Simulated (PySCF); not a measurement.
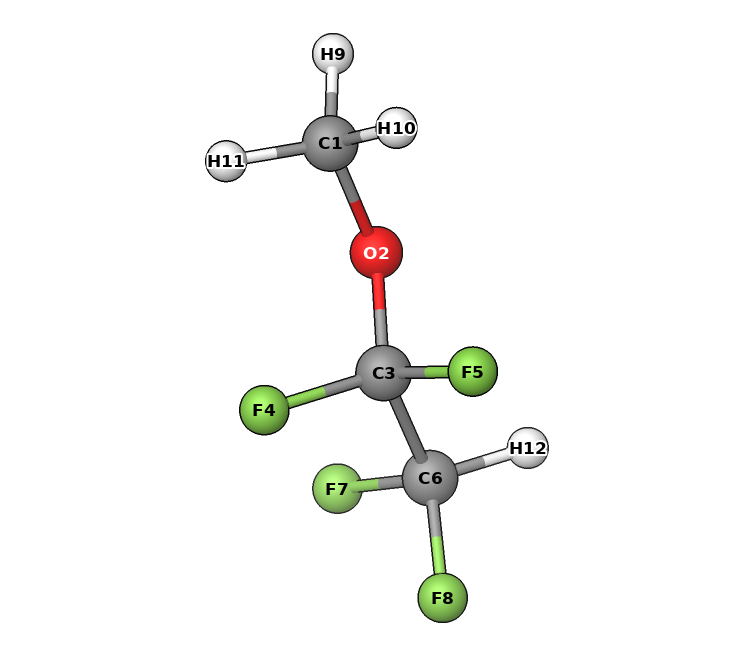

Computed geometry: PBE0-D3(BJ)/def2-SVP optimisation. No frequency run is at hand to confirm it as a minimum. Electric field gradients from the ground-state density, PBE0/pcSseg-0 (PySCF 2.14.0), non-relativistic apart from any core potentials.

Give the largest field-gradient component, the quadrupole coupling constant and the asymmetry for 17O at O2 (Q = −25.6 mb), 2H at H9 (Q = 2.86 mb), 2H at H10 (Q = 2.86 mb).

```csv
atom,V_zz (a.u.),e²qQ/h (MHz),η
O2,2.139,−12.87,0.79
H9,0.292,0.197,0.08
H10,0.283,0.190,0.10
```
